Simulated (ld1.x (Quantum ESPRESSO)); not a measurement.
Pseudopotential generation: Sc (part 2 of 2)

Continued. System: scandium (Sc, Z = 21), core [Ar], reference valence 3d1 4s1.75 4p0 (an ion of charge +0.25), valence charge 3. Method: RRKJ potential, PW91, fully relativistic, made with ld1.x (Quantum ESPRESSO) 7.5.

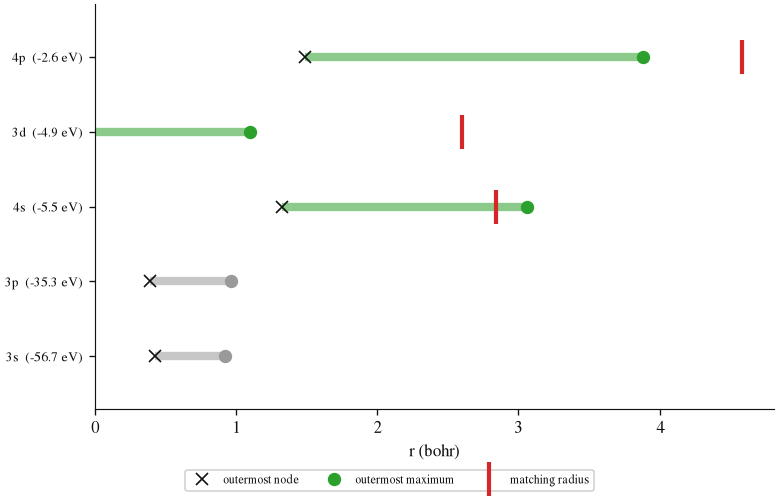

Outer shells of the all-electron reference atom: each bar runs from the outermost node (or the nucleus) to the outermost maximum of u(r); the tick is the radius chosen for the pseudo-wave. Shells without a tick have no pseudo-wave of their own. Levels, nodes and maxima are from ld1.x, scalar-relativistic.

- Radii against the shells: 4s: 2.84 bohr, between node and maximum; 3d: 2.60 bohr, outside the maximum; 4p: 4.58 bohr, outside the maximum.

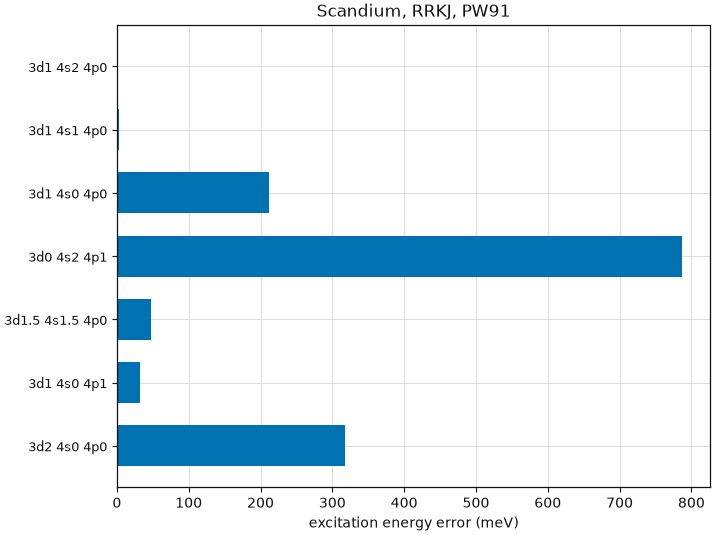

Errors, all-electron minus pseudo, of the energies of valence configurations relative to the unpolarised reference 3d1 4s1.75 4p0.

- Worst configuration: 3d0 4s2 4p1 (neutral): the error is +787 meV on an all-electron energy of +2.29 eV relative to the reference, or 34 %.

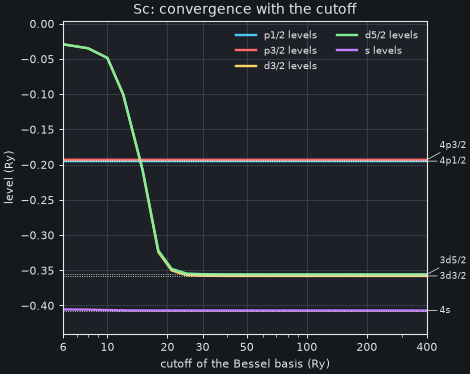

The pseudo-atom Hamiltonian at the reference potential is diagonalised in spherical Bessel functions (20 bohr box) up to the cutoff. Curves: the lowest levels of each channel that holds a bound state. Dotted lines: the all-electron valence levels.

- Ghost states: no ghost state below the valence levels in the p1/2, p3/2, d3/2, d5/2, s, f channels. The curves of the valence states settle on the dotted lines.
- All-electron valence levels: 4p1/2: -0.20 Ry; 4p3/2: -0.19 Ry; 3d3/2: -0.36 Ry; 3d5/2: -0.36 Ry; 4s: -0.41 Ry.

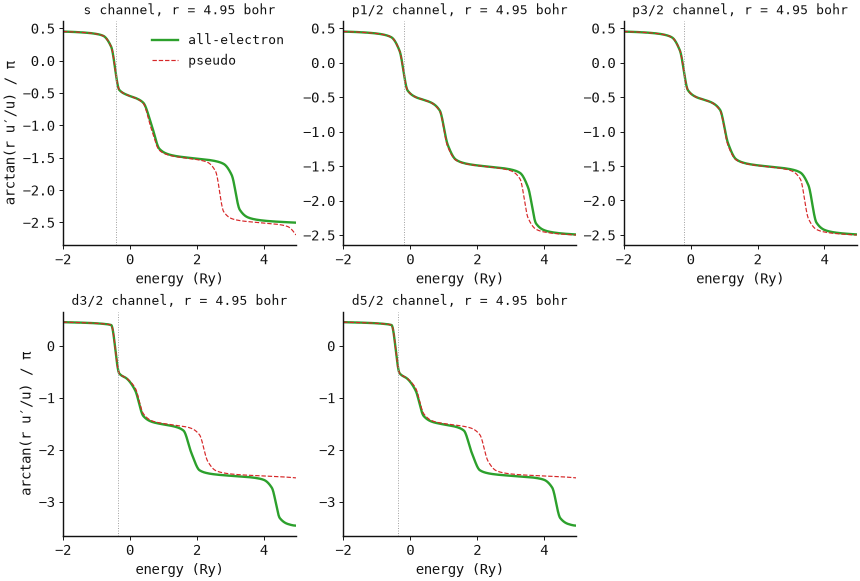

Unwrapped phase arctan(r u′/u) in units of π against energy, all-electron (solid) and pseudo (dashed); the pseudo phase is matched to the all-electron one at the reference energy. Here u = r R(r). A near-vertical step is a level narrower than the spacing of the points behind the curves. The dotted line marks the reference energy of the channel.

- Ghost states: Going away from the reference energies, the phases part by more than π/2 in: s at about 2.7 Ry (above its reference energy, pseudo phase lower); d3/2 at about 1.9 Ry (above its reference energy, pseudo phase higher); d5/2 at about 1.9 Ry (above its reference energy, pseudo phase higher). Such a step is either a state that only one of the two atoms has or an ordinary level shifted in energy. The separate test gives: no ghost state below the valence levels in the p1/2, p3/2, d3/2, d5/2, s, f channels.
- Range over which the phases agree within 0.05 rad: s: up to about 0.4 Ry; p1/2: up to about 0.9 Ry; p3/2: up to about 0.9 Ry; d3/2: up to about 0.0 Ry; d5/2: up to about 0.0 Ry.

**Input file**
```
 &input
   title='Sc', zed=21., rel=2, dft='PW91', iswitch=3,
   config='[Ar] 3d1 4s1.75 4p0', rel_dist='average',
   nld=5, rlderiv=4.95, eminld=-2.0, emaxld=5.0, deld=0.02
 /
 &inputp
   pseudotype=2, tm=.false., rho0=0.02, lloc=0,
   nlcc=.false.,
   file_pseudopw='Sc.UPF', file_wfcaegen='ae.wfc', file_wfcncgen='nc.wfc', file_beta='beta', file_chi='chi'
 /
3
4P  2  1   0.00   0.00  4.58  4.58  0.0
3D  3  2   1.00   0.00  2.60  2.60  0.0
4S  1  0   1.75   0.00  2.84  2.84  0.0
 &test
   configts(1)='3d1 4s1.75 4p0'
 /
```

**Input of the test run**
```
 &input
   title='Sc', zed=21., rel=2, dft='PW91', iswitch=2,
   config='[Ar] 3d1 4s1.75 4p0', rel_dist='average'
 /
 &test
   file_pseudo='Sc.UPF', nconf=8,
   configts(1)='3d1 4s1.75 4p0',
   configts(2)='3d1 4s2 4p0',
   configts(3)='3d1 4s1 4p0',
   configts(4)='3d1 4s0 4p0',
   configts(5)='3d0 4s2 4p1',
   configts(6)='3d1.5 4s1.5 4p0',
   configts(7)='3d1 4s0 4p1',
   configts(8)='3d2 4s0 4p0'
 /
```

Command:
```bash
ld1.x < Sc.in > Sc.out
```

**Key numbers**

- outcome: generated
- cutoffs needed: 21 Ry and 30 Ry (the cutoffs, on a coarse ladder, from which the occupation-weighted sum of valence levels, in a spherical-Bessel basis at the reference potential, stays within 10 and 1 mRy of its value at 400 Ry); ghost states and empty shells don't enter this sum
- ghost test: no ghost state below the valence levels in the p1/2, p3/2, d3/2, d5/2, s, f channels (spherical-Bessel basis up to 400 Ry, 20 bohr box)
- largest excitation error: +787 meV (all-electron minus pseudo) for 3d0 4s2 4p1, out of 7 test configurations
- range over which the phases arctan(r u′/u) at the test radius agree within 0.05 rad (a looser test near the poles than one of phase shifts): s: up to about 0.4 Ry; p1/2: up to about 0.9 Ry; p3/2: up to about 0.9 Ry; d3/2: up to about 0.0 Ry; d5/2: up to about 0.0 Ry
- hardware: 1 CPU thread, shared host
- wall time: 2.6 s

**Notes**

An excitation error of 787 meV in its own tests makes this a poorly transferable potential. Warnings of the program, in the generation or the tests: convergence not achieved.
